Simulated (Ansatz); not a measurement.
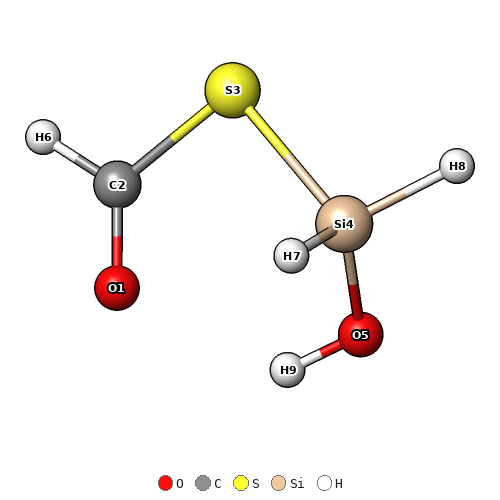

The system is CH4O2SSi, SMILES O=CS[SiH2]O; the picture shows the reference structure. The first coordinate is: dihedral O1–C2–S3–Si4; the second: dihedral C2–S3–Si4–O5. Nothing is relaxed (all other coordinates rigid). Grid: 12 × 12 points. Energies: kcal/mol, counted from the relaxed molecule at the same level. Energies and slopes of some neighbouring points disagree (a jump in structure or state, or too coarse a mesh). Computed with RKS B3LYP-D4/def2-SVP (Ansatz).

Its coordinates:

```yaml
atoms:
  - { symbol: O, position_ang: [-1.1737, 0.3013, 1.2779] }
  - { symbol: C, position_ang: [-0.5356, 1.2972, 1.0268] }
  - { symbol: S, position_ang: [0.7776, 1.4178, -0.1647] }
  - { symbol: Si, position_ang: [0.7900, -0.7215, -0.7135] }
  - { symbol: O, position_ang: [-0.7254, -1.2466, -1.1120] }
  - { symbol: H, position_ang: [-0.7257, 2.2719, 1.5319] }
  - { symbol: H, position_ang: [1.3841, -1.4535, 0.4359] }
  - { symbol: H, position_ang: [1.6520, -0.7887, -1.9155] }
  - { symbol: H, position_ang: [-1.3548, -1.1243, -0.3838] }
```

Range: dihedral O1–C2–S3–Si4 from −180 to 150°; dihedral C2–S3–Si4–O5 from −180 to 150°.

### What will the energy surface look like?

The lowest grid point is at dihedral O1–C2–S3–Si4 = 0°, dihedral C2–S3–Si4–O5 = 60°, 0.5 kcal/mol from the relaxed molecule at the same level. Other grid points that lie below all their neighbours: dihedral O1–C2–S3–Si4 = 0°, dihedral C2–S3–Si4–O5 = −60° (4.5 kcal/mol higher); dihedral O1–C2–S3–Si4 = 0°, dihedral C2–S3–Si4–O5 = −180° (4.8 kcal/mol higher); dihedral O1–C2–S3–Si4 = −180°, dihedral C2–S3–Si4–O5 = −60° (7.6 kcal/mol higher). The highest grid point, dihedral O1–C2–S3–Si4 = −90°, dihedral C2–S3–Si4–O5 = 0°, lies 16.8 kcal/mol above the lowest.

| dihedral C2–S3–Si4–O5 ↓, dihedral O1–C2–S3–Si4 → | −180 | −150 | −120 | −90 | −60 | −30 | 0 | 30 | 60 | 90 | 120 | 150 |
| --- | --- | --- | --- | --- | --- | --- | --- | --- | --- | --- | --- | --- |
| 150 | 10.1 | 12.0 | 15.0 | 15.9 | 12.9 | 9.6 | 7.1 | 7.8 | 12.8 | 15.5 | 13.5 | 10.7 |
| 120 | 8.9 | 10.5 | 13.4 | 14.4 | 11.1 | 7.8 | 8.2 | 8.9 | 12.4 | 15.0 | 13.1 | 9.9 |
| 90 | 8.6 | 9.4 | 12.1 | 13.1 | 9.2 | 4.2 | 4.4 | 8.2 | 12.2 | 15.0 | 13.6 | 10.3 |
| 60 | 9.8 | 10.5 | 13.0 | 13.6 | 8.8 | 2.3 | 0.5 | 5.7 | 12.1 | 15.5 | 14.3 | 11.4 |
| 30 | 12.1 | 12.5 | 15.1 | 16.3 | 12.7 | 8.1 | 3.0 | 3.5 | 10.9 | 15.5 | 14.7 | 12.6 |
| 0 | 11.8 | 13.5 | 15.7 | 17.4 | 15.1 | 13.5 | 14.2 | 8.2 | 10.3 | 14.8 | 14.3 | 11.9 |
| −30 | 9.2 | 10.7 | 14.0 | 15.6 | 13.3 | 9.7 | 10.6 | 11.3 | 11.7 | 14.2 | 13.1 | 10.6 |
| −60 | 8.1 | 9.3 | 12.5 | 14.1 | 11.7 | 7.5 | 5.1 | 7.7 | 11.6 | 13.6 | 11.9 | 9.1 |
| −90 | 8.1 | 9.6 | 12.8 | 14.3 | 11.8 | 8.6 | 6.4 | 7.0 | 11.5 | 14.1 | 12.3 | 9.2 |
| −120 | 9.5 | 10.4 | 13.5 | 15.4 | 12.7 | 9.1 | 9.2 | 9.9 | 13.2 | 16.0 | 14.5 | 11.3 |
| −150 | 10.7 | 11.4 | 14.3 | 16.1 | 13.2 | 7.9 | 7.2 | 10.6 | 14.4 | 17.2 | 15.9 | 12.6 |
| −180 | 10.8 | 12.2 | 15.1 | 16.3 | 13.5 | 8.4 | 5.3 | 8.5 | 13.9 | 16.6 | 15.0 | 12.0 |

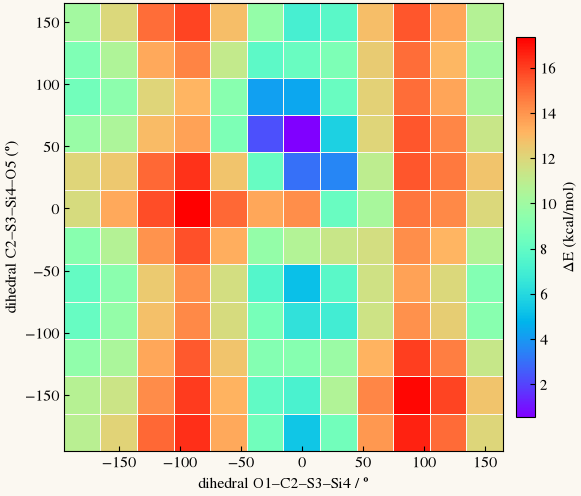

Drawn: one coloured cell a grid point.

Time for the 144 points that were run: 9.8 min on 1 thread of Arm Neoverse V2, with other jobs on the host.
